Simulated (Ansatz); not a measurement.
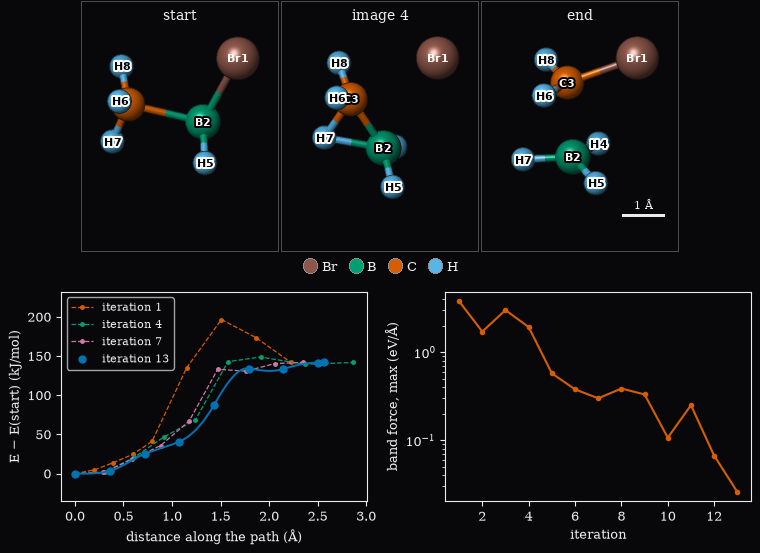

A search for the minimum-energy path of CH$_{5}$BBr (multiplicity 2) by the nudged elastic band. Images are numbered from 0 (start) to 8 (end). The plot follows the band through its iterations. Style: ball-and-stick. Shown at a tilt.

Computed with UKS CAM-B3LYP-D4/def2-SVP (Ansatz 0.2.0). Run with 7 movable images; climbing image; force threshold 0.05 eV/Å; iteration limit 60; starting path through a guess of the saddle point.

> Did the band converge, and can the barrier be trusted?

The run is converged, with reservations. The band converged in 13 iterations. The largest component of the band force went from 3.8 to 0.026 eV/Å. The first iteration put the highest image at 196.7 kJ/mol. No barrier shows: the energy is highest at the end, and the end lies 141.9 kJ/mol above the start.

The run took 4.7 min on 4 threads of Arm Neoverse N1 (shared host), peak memory 0.28 GiB.
